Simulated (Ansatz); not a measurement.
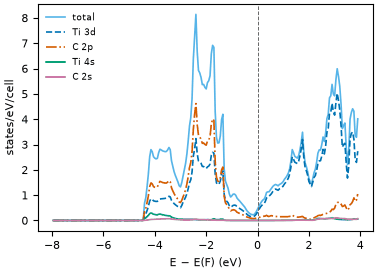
Figure: Total and projected density of states of TiC in space group P6_3/mmc (No. 194; Ti on 2c, C on 2d), PBE in the plane-wave PAW code Ansatz

Which orbitals carry the states next to the Fermi level?

Within 0.5 eV of the Fermi level: Ti 3d 77 %, C 2p 22 %. Projections are on Löwdin-orthogonalised atomic valence shells; empty p or d shells of many metals are not among them.

Where is the tallest occupied peak in this window, and what makes it?

Near -2.4 eV, about 8.1 states/eV per cell; the largest projected share is C 2p.

The start of the workflow was typed in or built on a structure type; neither database checked (COD, Materials Project) lists it. It is not the phase usual at ambient conditions (space group No. 225). The cell was relaxed with PBE under the symmetry of its start; its stability against distortions is not shown here. The run is not spin-polarised. The volume moved by -15 % from the start of the relaxation.

Potentials: the later of the program's two PAW sets.
